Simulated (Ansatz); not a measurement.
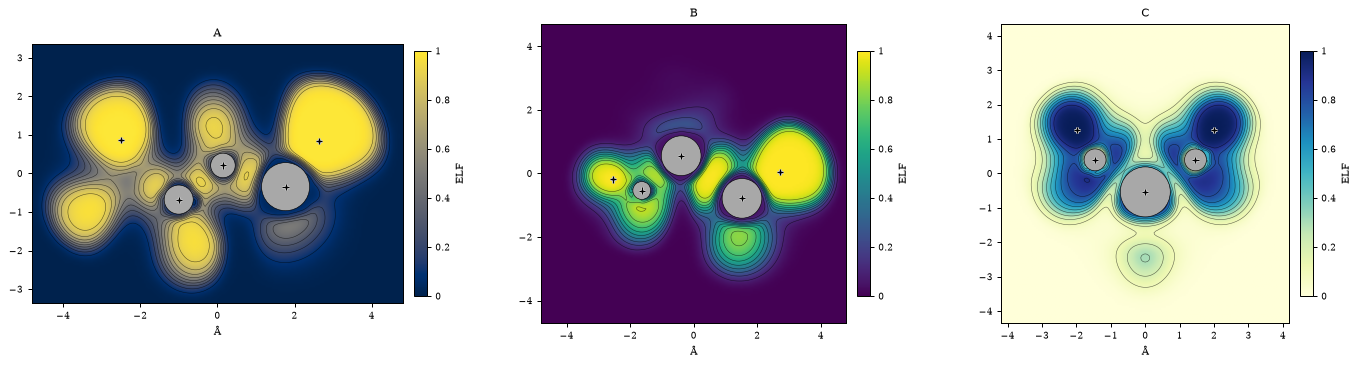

The ELF of 3 systems, each on a plane through atoms (crosses mark nuclei in the plane; grey discs cover the cores).

Method: RKS PBE0-D4/def2-TZVPP in Ansatz.

System 1: H₇NOSi₂, the plane of atoms Si2, O3 and H8. Geometry: PBE0-D4/def2-TZVP.

```xyz
11

N     0.4286    1.1096    1.2948
Si    0.5739   -0.2461    0.2646
O     0.1600   -1.6978    0.9395
Si   -0.8790   -0.0567   -1.5583
H     1.2221    1.5585    1.7175
H    -0.4477    1.4698    1.6311
H     2.0144   -0.2449   -0.1206
H     0.6232   -1.9594    1.7376
H    -0.4439    1.0641   -2.4371
H    -0.9295   -1.3013   -2.3713
H    -2.2568    0.2473   -1.0774
```

System 2: C₂H₉NSi (SMILES CCN[SiH3]), the plane of atoms C2, N3 and Si4. Geometry: PBE0-D4/def2-TZVP.

```csv
atom,x (Å),y (Å),z (Å)
C,-0.8567,1.7388,-0.3001
C,-0.1934,0.6288,0.4915
N,0.4885,-0.3172,-0.3690
Si,0.7011,-1.9736,0.0211
H,-1.5794,1.3276,-1.0078
H,-1.3727,2.4381,0.3622
H,-0.1142,2.3069,-0.8685
H,-0.9556,0.0799,1.0558
H,0.4832,1.0668,1.2403
H,1.1623,0.1151,-0.9824
H,1.3133,-2.6345,-1.1608
H,-0.6299,-2.5640,0.3281
H,1.5739,-2.2473,1.2045
```

System 3: CH₇MoN₃ (SMILES [CH3][Mo](=[NH])(=[NH])[NH2]), the plane of atoms N3, Mo2 and N4. Geometry: PBE0-D4/def2-TZVP; core potentials replace the inner electrons of Mo.

```yaml
atoms:
  - { symbol: C, position_ang: [-1.5136, 0.7553, 0.4629] }
  - { symbol: Mo, position_ang: [0.3920, -0.0593, 0.0175] }
  - { symbol: N, position_ang: [0.9495, -0.7155, 1.5189] }
  - { symbol: N, position_ang: [1.3120, 1.2792, -0.5805] }
  - { symbol: N, position_ang: [0.2045, -1.4420, -1.3288] }
  - { symbol: H, position_ang: [-2.1642, -0.0386, 0.8386] }
  - { symbol: H, position_ang: [-1.4364, 1.5378, 1.2197] }
  - { symbol: H, position_ang: [-1.9421, 1.1830, -0.4471] }
  - { symbol: H, position_ang: [1.5781, -0.7792, 2.3077] }
  - { symbol: H, position_ang: [2.0725, 1.9444, -0.5595] }
  - { symbol: H, position_ang: [0.2097, -2.4275, -1.1106] }
  - { symbol: H, position_ang: [0.4149, -1.2927, -2.3047] }
```

Which map belongs to which system?

Answer. Panel A is system 2, C₂H₉NSi: the plane holds C, N, Si and H. C–N (1.45 Å): the ELF peaks at about 0.90 between the atoms (a covalent bond). Panel B is system 1, H₇NOSi₂: the plane holds Si, O and H. Si–O (1.65 Å): the ELF peaks at about 0.85 between the atoms (a polar covalent bond). Panel C is system 3, CH₇MoN₃: the plane holds Mo, N and H. Mo–N (1.73 Å): the ELF peaks at about 0.75 in the valence shell of N, 0.5 Å from its nucleus, and drops to about 0.35 between the two atoms.
